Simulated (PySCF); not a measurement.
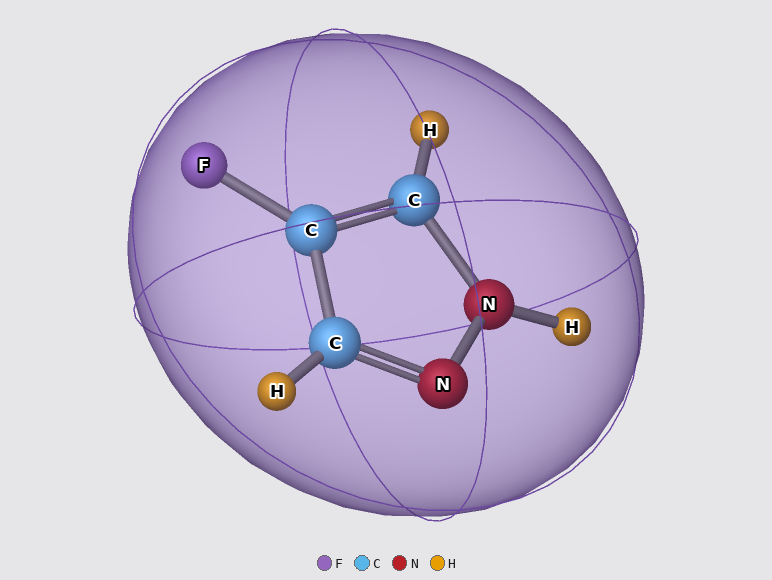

The ellipsoid shows the static dipole polarisability: its half-axes are proportional to the principal values. Geometry: a frame of a GFN2-xTB molecular-dynamics simulation, not a minimum. Method: PBE0/def2-SVPD (PySCF 2.14.0).

**Give the principal values, the mean and the anisotropy.**

Principal values 31.2, 52.1, 55.5 bohr³; mean 46.2 bohr³ (6.85 Å³); anisotropy 22.8 bohr³, so the longest axis is 1.78 times the shortest.
